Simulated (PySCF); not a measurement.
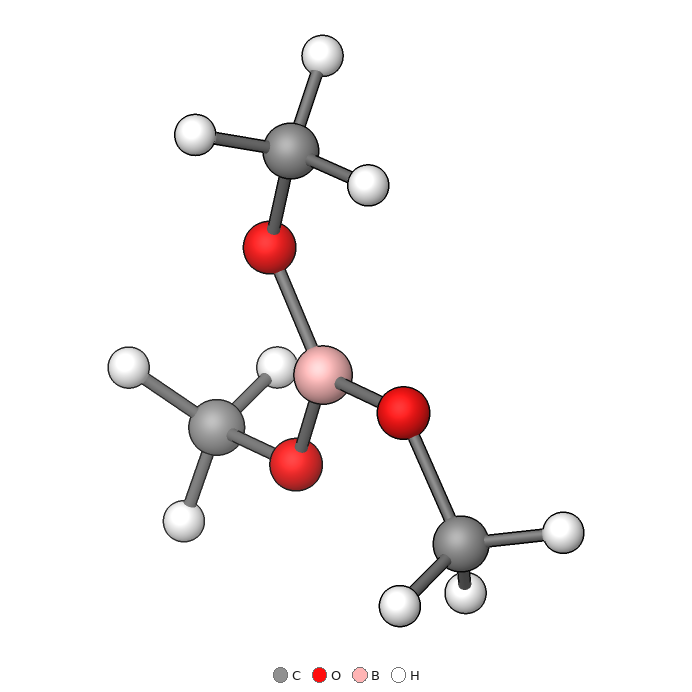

A ball-and-stick model of a molecule.

The geometry was computed by an optimisation with GFN2-xTB. No frequency run is at hand to confirm it as a minimum.

**What is the molecular formula?**

C3H9BO3, 16 atoms: 3 carbon, 9 hydrogen, 1 boron and 3 oxygen.

**Write the SMILES.**

COB(OC)OC

**Describe its rings.**

It has no ring.

**Count the bonded pairs by element.**

9 C–H, 3 C–O, 3 B–O.

The parts below concern this one geometry. Atoms keep their numbers from picture to picture.

Shape

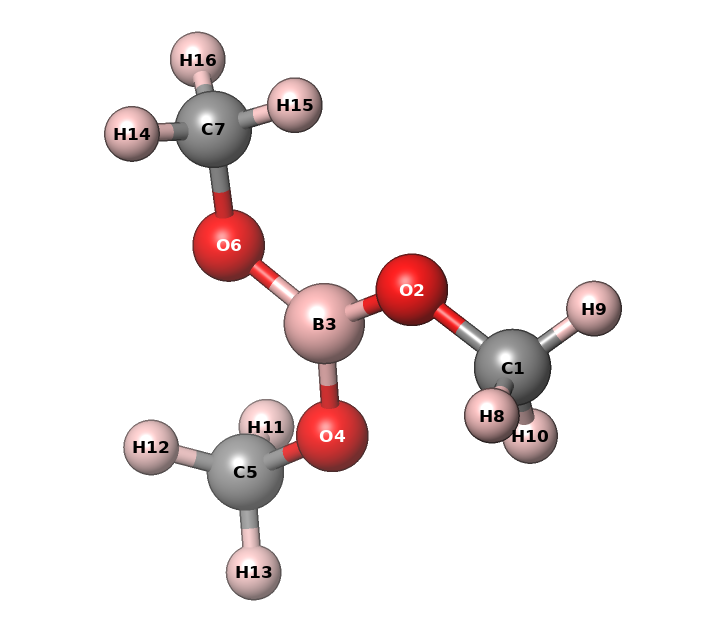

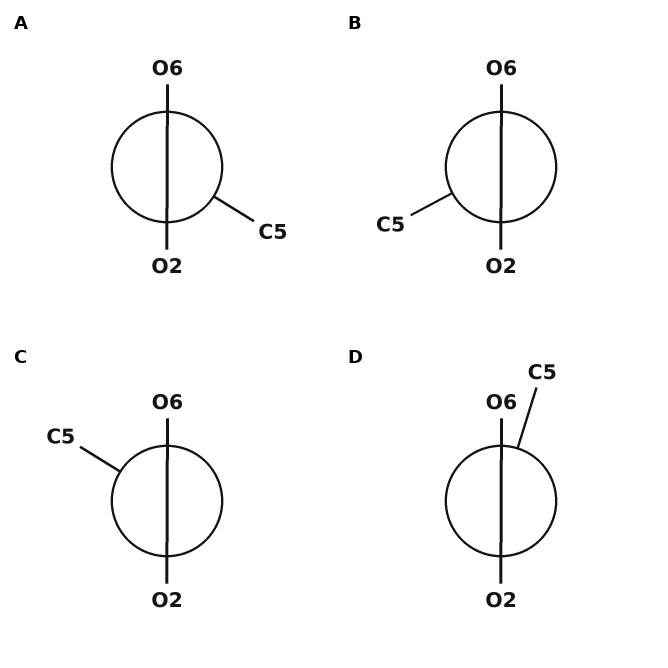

Atoms fade into the background with distance from the viewer. Bonds that would overlap in a projection are set slightly apart. No frequency run is at hand to confirm it as a minimum.

**Which Newman projection shows the view along B3–O4, with B3 in front?**

D. The torsion angle O2–B3–O4–C5 is −178°, antiperiplanar (anti).

Spin–spin coupling

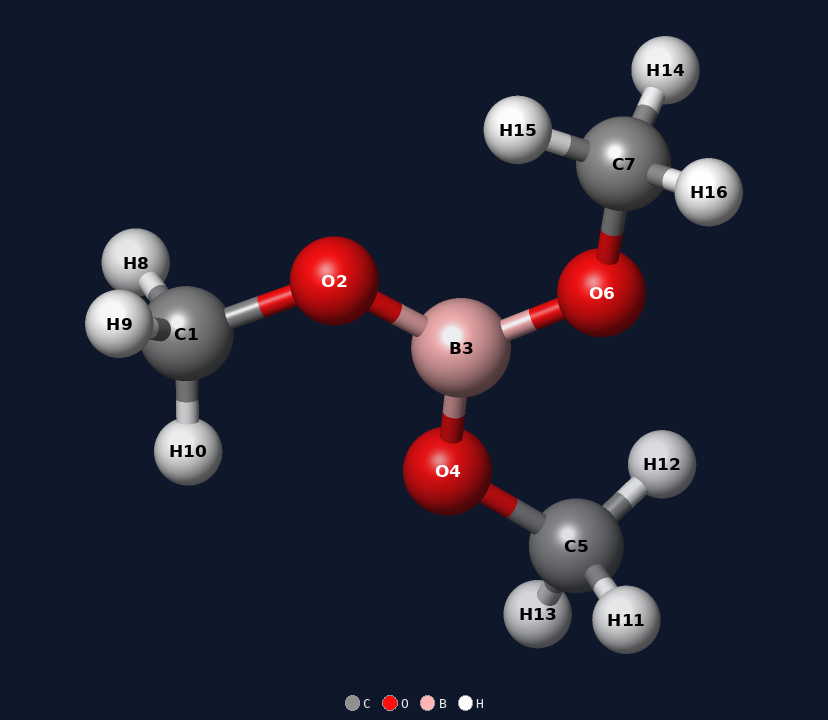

No frequency run is at hand to confirm it as a minimum. Method: B3LYP/pcJ-1 indirect spin-spin coupling, non-relativistic, gas phase (PySCF 2.14.0). Isotopes: 11B, 13C, 1H, 17O.

Give the spin–spin coupling constants of these pairs, with the number of bonds between them: O2/B3, B3/O6, B3/C5, B3/H9, B3/H16, B3/H10, B3/H15, B3/H13.

```tsv
pair	bonds apart	J (Hz)
O2, B3	1	−22.5
B3, O6	1	−21.7
B3, C5	2	−0.5
B3, H9	3	4.5
B3, H16	3	3.4
B3, H10	3	3.0
B3, H15	3	3.6
B3, H13	3	6.3
```

Quadrupole coupling

No frequency run is at hand to confirm it as a minimum. Electric field gradients from the ground-state density, B3LYP/pcJ-1 (PySCF 2.14.0), non-relativistic apart from any core potentials.

Give the largest field-gradient component, the quadrupole coupling constant and the asymmetry for 17O at O2 (Q = −25.6 mb), 11B at B3 (Q = 40.59 mb), 17O at O4 (Q = −25.6 mb), 17O at O6 (Q = −25.6 mb), 2H at H8 (Q = 2.86 mb), 2H at H9 (Q = 2.86 mb).

| atom | V_zz (a.u.) | e²qQ/h (MHz) | η |
| --- | --- | --- | --- |
| O2 | 1.657 | −9.97 | 0.19 |
| B3 | 0.225 | 2.15 | 0.00 |
| O4 | 1.656 | −9.96 | 0.20 |
| O6 | 1.651 | −9.93 | 0.17 |
| H8 | 0.288 | 0.194 | 0.08 |
| H9 | 0.290 | 0.195 | 0.08 |

Electronic properties

No frequency run is at hand to confirm it as a minimum. Method: B3LYP/pcJ-1, gas phase (PySCF 2.14.0).

Computed properties:

- dipole moment: 0.03 D
- HOMO energy (Kohn–Sham orbital): −7.72 eV
- LUMO energy (Kohn–Sham orbital): 1.49 eV
- HOMO–LUMO gap: 9.21 eV

The geometry is semi-empirical. Around B such bond lengths and angles can be off by a tenth of an ångström or more and by several degrees, and values that hang on the shape move with them.
